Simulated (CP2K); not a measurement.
Band structure of MoP (P-6m2, 2 atoms in the cell).

```
CELL_PARAMETERS angstrom
      3.23476     0.00000     0.00000
     -1.61738     2.80138     0.00000
      0.00000     0.00000     3.18228
ATOMIC_POSITIONS crystal
  Mo 0.00000 0.00000 0.00000
  P  0.33333 0.66667 0.50000
```

Method of the run: PBE, GPW, DZVP-MOLOPT-SR-GTH basis, GTH-PBE potentials (GTH_POTENTIALS) (CP2K).

Settings: CUTOFF = 500 Ry; REL_CUTOFF = 40 Ry; SMEAR/METHOD = FERMI_DIRAC; ELECTRONIC_TEMPERATURE = 1160.45 K; KPOINTS/SCHEME = MONKHORST-PACK 8 8 7; GAMMA_CENTERED = T; XC_FUNCTIONAL = PBE; Mo/BASIS_SET = DZVP-MOLOPT-SR-GTH; Mo/POTENTIAL = GTH-PBE-q14; P/BASIS_SET = DZVP-MOLOPT-SR-GTH; P/POTENTIAL = GTH-PBE-q5; METHOD = GPW; EPS_DEFAULT = 1e-10; EXTRAPOLATION = USE_GUESS.

The starting cell comes from a database of computed structures (which also holds hypothetical and non-ambient phases and stackings), without a prior relaxation at this level. Spin polarisation is off; with an odd number of electrons in the cell that forces a metal, and a magnetic state may lie lower. Values carry the incompleteness of an atom-centred basis.

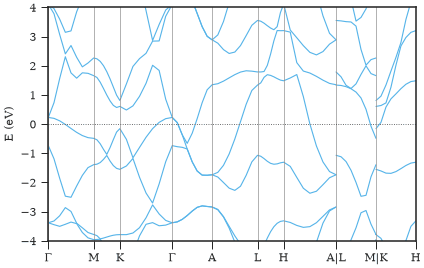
*Bands along the path, energies from the Fermi level.*

Levels in eV from the Fermi level, bands 6 to 11:
| point | 6 | 7 | 8 | 9 | 10 | 11 |
|---|---|---|---|---|---|---|
| Γ | -4.23 | -3.38 | -3.38 | -0.74 | 0.23 | 0.23 |
| M | -7.30 | -3.96 | -3.78 | -1.39 | -0.49 | 1.66 |
| K | -6.63 | -5.30 | -3.79 | -1.55 | -0.15 | 0.61 |
| A | -7.90 | -2.84 | -2.84 | -1.74 | -1.74 | 1.35 |
| L | -6.23 | -5.34 | -4.52 | -1.07 | 1.34 | 1.79 |
| H | -6.94 | -5.81 | -3.31 | -1.30 | 1.49 | 3.21 |

Bands cross the Fermi level along this path, so the cell is metallic at this level.

Higher empty bands are left out: an atom-centred basis made for the valence describes them poorly.
